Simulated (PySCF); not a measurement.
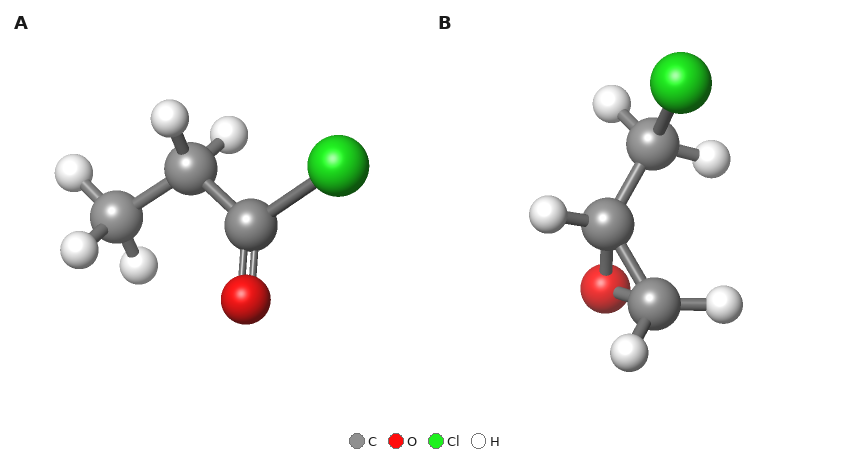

2 stationary structures of one formula. Geometries: PBE0-D3(BJ)/def2-SVP. Electronic energies: PBE0-D3(BJ)/def2-SVP (PySCF 2.14.0), without zero-point energy. No frequency run is at hand to confirm each as a minimum. Each is one conformer, not always the lowest.

> How are they related?

They are constitutional isomers of C3H5ClO: A `CCC(=O)Cl`, B `ClC[C@@H]1CO1`.

> Rank them by energy, lowest first.

A is lowest; B lies 155.5 kJ/mol above it.
